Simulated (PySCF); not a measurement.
# H₂LuO₂ (charge +1): what the fields show

Input

```
mol = gto.M(atom='''
Lu    -0.00000    -0.00000    -0.53326
O      1.59103    -0.03432     0.48719
H      2.23321    -0.04891     1.20291
O     -1.59103     0.03432     0.48719
H     -2.23321     0.04891     1.20291''',
    basis={'Lu': 'def2-SVP', 'O': 'def2-SVP', 'H': 'def2-SVP'},
    ecp={'Lu': 'def2-SVP'},
    charge=1, spin=0)
mf = dft.RKS(mol, xc='PBE0')
mf.grids.atom_grid = (75, 302)  # f atoms: at least (60, 302), unpruned
mf = mf.density_fit()  # Lu def2-universal-JKFIT, O def2-universal-JKFIT, H def2-universal-JKFIT
mf.conv_tol = 1e-09; mf.max_cycle = 55
mf.kernel(dm0)
```

Launched as:

```sh
OMP_NUM_THREADS=2 python run.py
```

The calculation used RKS PBE0, Lu def2-SVP with ECP28, O def2-SVP, H def2-SVP; non-relativistic Hamiltonian with scalar-relativistic core potentials where named; density fitting in PySCF.

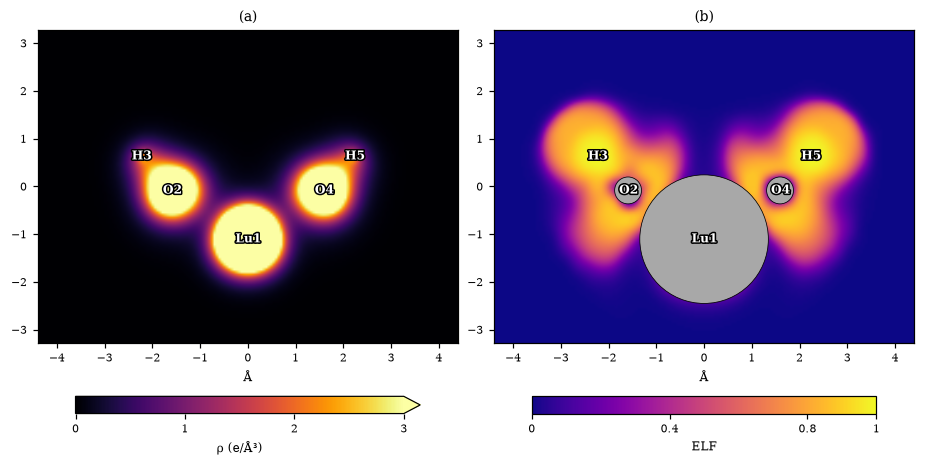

Figure 1. (a) electron density; (b) electron localisation function on the molecular plane. Grey discs cover the atomic cores in the ELF map.

Q: What does the map show?

A: The section cuts through Lu, O and H sites.
Lu–O (1.89 Å): ρ at the midpoint is about 1 e/Å³; the ELF peaks at about 0.80 in the valence shell of O, 0.5 Å from its nucleus, and drops to about 0.25 between the two atoms.
O–H (0.96 Å): the density is about 3.7 e/Å³ at the midpoint; the ELF climbs to about 1 towards the hydrogen, as it does in any bond to H (an ordinary covalent bond to hydrogen).

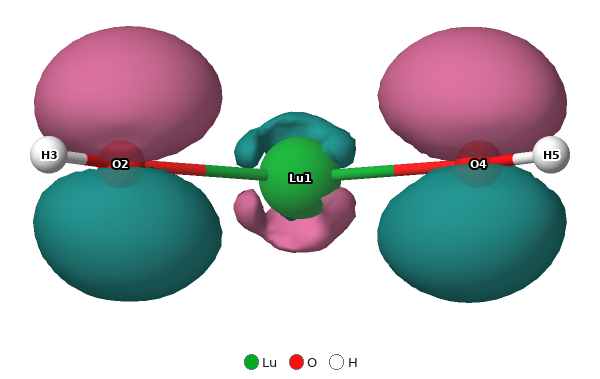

Figure 2. The HOMO−1 at ±0.15 Å⁻³ᐟ² (teal and pink are the two phases), seen from one side.

Q: What is the character of this orbital?

A: Its weight (Hirshfeld) is mainly on O2 (about 40 %), O4 (about 40 %) and Lu1 (about 15 %); it changes sign across the molecular plane (π type); π-antibonding (a node) across Lu1–O2 and Lu1–O4. Its energy is −13.92 eV.
